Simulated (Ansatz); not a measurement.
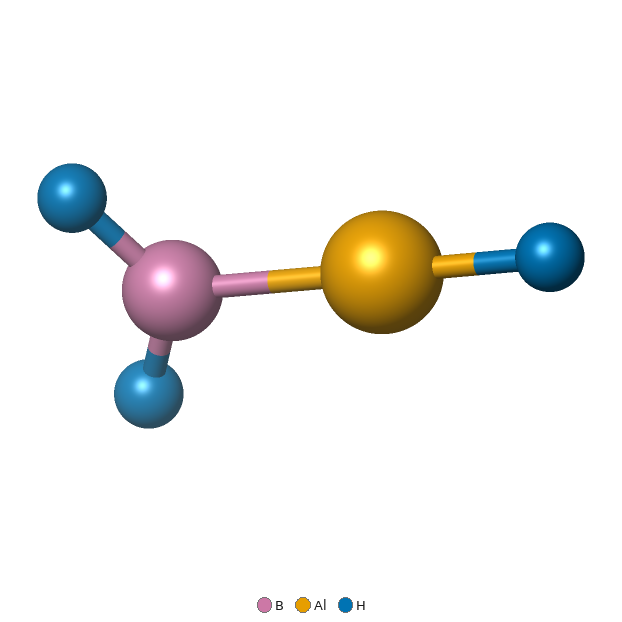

The species is neutral and a spin doublet. The geometry was computed by an optimisation with PBE-D4/def2-SVP. No frequency run is at hand to confirm it as a minimum. Level of theory: UKS PBE-D4/def2-SVP (Ansatz 0.2.0).

> What is the dipole moment?

2.06 D.

> What is the ⟨S²⟩ of the determinant?

0.753.
